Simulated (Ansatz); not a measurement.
A computed series for SiS2: carrier doping

Take SiS₂ (space group Ibam, No. 72; made of chains) as the base.

```yaml
crystal:
  lattice:
    - [-2.90154, 4.94591, 2.77276]
    - [2.90154, -4.94591, 2.77276]
    - [2.90154, 4.94591, -2.77276]
  atoms:
    - { symbol: S, position: [0.88521, 0.80033, 0.68554] }
    - { symbol: S, position: [0.38521, 0.69967, 0.08488] }
    - { symbol: S, position: [0.61479, 0.30033, 0.91512] }
    - { symbol: S, position: [0.11479, 0.19967, 0.31446] }
    - { symbol: Si, position: [0.75000, 0.75000, 0.00000] }
    - { symbol: Si, position: [0.25000, 0.25000, 0.00000] }
```

Carriers are added at fixed cell with a uniform background; the Fermi–Dirac width is that of 300 K.

Method: r2SCAN (Ansatz, a first-principles code; PAW; 500 eV plane waves; spin-orbit coupling left out).

Notes on the quantities. Fermi level from band edge: Fermi level relative to the doped band's edge (positive inside the band; to 0.05 eV).

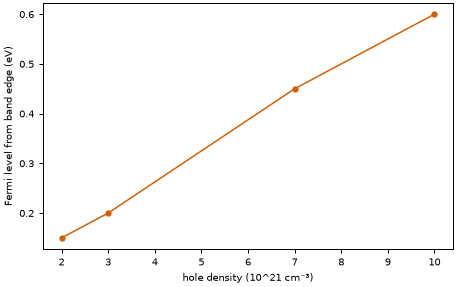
Fig. 1. Fermi level from band edge against hole density

Problem. From the plot, what is the Fermi level from band edge for holes 1.0×10^22 cm⁻³?

Solution. About 0.60 eV.

Problem. Is the trend monotonic over the range shown?

Solution. Yes, it rises throughout, spanning +0.15 eV to +0.60 eV.

Carriers are added with a uniform compensating background; total energy and stress of such cells depend on the potential's zero and are not compared; many-body gap narrowing is missing at this level. No phonon test of stability was made. No dispersion term is included, though the crystal is made of layers, chains or molecules, so its spacings can come out too wide.
